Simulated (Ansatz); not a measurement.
# CH$_{5}$FNOV: what the fields show

Input

```
crystal:
  periodic: [false, false, false]
  atoms:
    - {symbol: C, position_ang: [-1.286714, -0.160687, -0.386138]}
    - {symbol: V, position_ang: [0.556213, 0.327714, 0.237290]}
    - {symbol: N, position_ang: [0.771169, -0.638608, 1.498293]}
    - {symbol: O, position_ang: [1.672116, -0.185106, -1.039412]}
    - {symbol: F, position_ang: [0.528392, 2.025316, 0.622084]}
    - {symbol: H, position_ang: [-1.352228, -1.224855, -0.610895]}
    - {symbol: H, position_ang: [-1.991711, 0.095664, 0.407950]}
    - {symbol: H, position_ang: [-1.493213, 0.435899, -1.280805]}
    - {symbol: H, position_ang: [0.963323, -1.113441, 2.369840]}
    - {symbol: H, position_ang: [1.715754, 0.386805, -1.815307]}
basis:
  gaussian: {orbitals: def2-TZVPP}
hamiltonian: {xc: pbe0, dispersion: d4}
output: {orbitals: {seedname: orbitals}}
```

Command:

```sh
ansatz run in.yaml --threads 4 --pin off --events-out ev --progress --plain --max-ram 10444MiB
```

Geometry: PBE0-D4/def2-TZVP.

Theory: RKS PBE0-D4/def2-TZVPP in Ansatz 0.2.0.

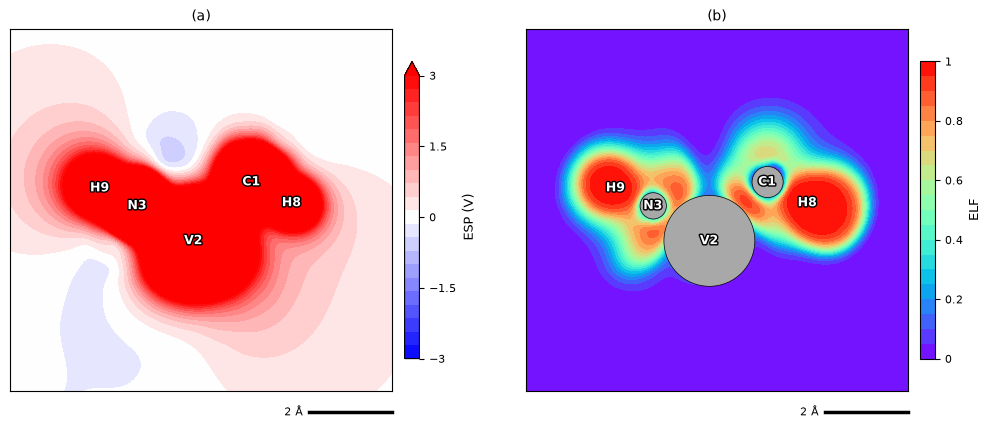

Figure 1. (a) molecular electrostatic potential; (b) electron localisation function on the plane of atoms C1, V2 and N3. Grey discs cover the atomic cores in the ELF map.

Interpret the plot.

- Atoms in the plane: C, V, N and H.
- V–N (1.60 Å): the ELF peaks at about 0.75 in the valence shell of N, 0.5 Å from its nucleus, and is about 0.30 at the midpoint.
- C–V (2.01 Å): the ELF peaks at about 0.90 in the valence shell of C, 0.7 Å from its nucleus, and is about 0.60 at the midpoint.
- N–H (1.01 Å): the ELF climbs to about 1 towards the hydrogen, as it does in any bond to H (an ordinary covalent bond to hydrogen).
- Outside the dense part of the molecule the potential is most negative (−0.6 V) near N3.

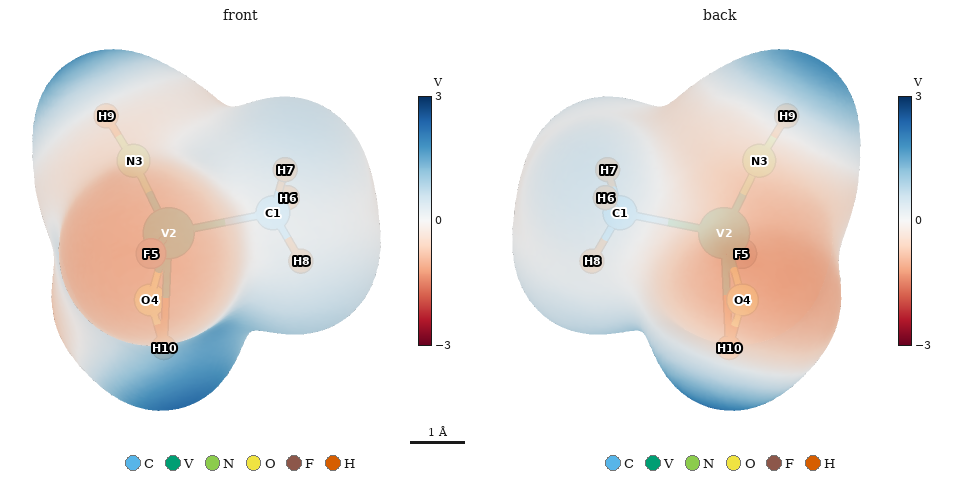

Figure 2. The molecular electrostatic potential painted on the density surface at 0.001 e/bohr³, seen from the front and from behind; red is negative and blue positive.

Where is the surface potential most negative and most positive?

The most negative region (about −1.2 V) lies over O4, the most positive (about +2.1 V) over H10. O4 is the likeliest acceptor of a hydrogen bond.

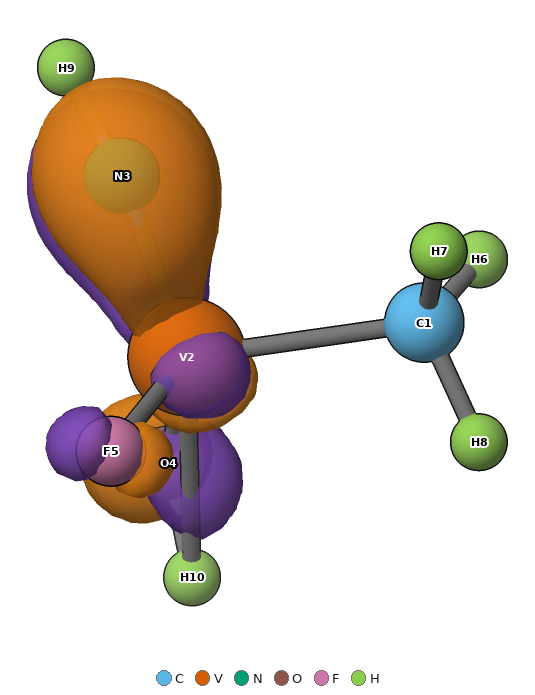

Figure 3. One frontier orbital at ±0.2 Å⁻³ᐟ² (orange and purple are the two phases), seen at a tilt.

Which orbital is it: HOMO or LUMO?

The HOMO, at −8.33 eV. Its weight (Hirshfeld) is mainly on N3 (about 55 %), V2 (about 20 %) and O4 (about 15 %).

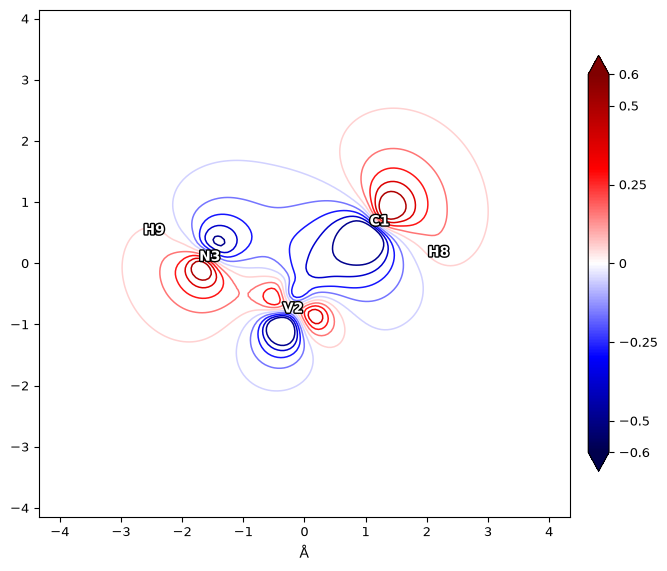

Figure 4. The HOMO−1 on the plane of atoms V2, C1 and H8 (values in Å⁻³ᐟ²; the overall sign is arbitrary).

What is the character of this orbital?

Its weight (Hirshfeld) is mainly on C1 (about 40 %), V2 (about 30 %) and N3 (about 20 %). Its energy is −8.47 eV.
